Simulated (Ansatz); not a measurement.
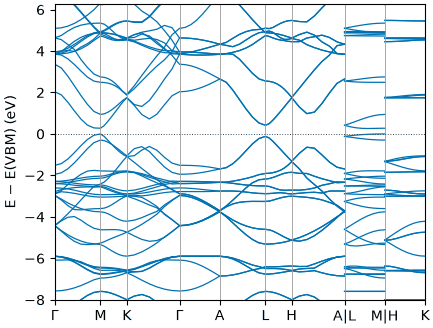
Figure. Band structure from DFT-r²SCAN+D4 in the program Ansatz with PAW potentials

Q: Read off the gap and where the band edges lie.

A: About 0.3 eV (0.26 eV by a search for the band edges); maximum at M, minimum on the L–M line, 58 % of the way from L.

The material is C in space group P6_3/mmc (No. 194; C on 12j, C on 12j).

The start of the workflow was typed in or built on a structure type. Its sites differ from those of the usual phase in this space group: another stacking or structure type. The cell was relaxed with r²SCAN+D4 under the symmetry of its start; its stability against distortions is not shown here.

Potentials: the later of the program's two PAW sets.
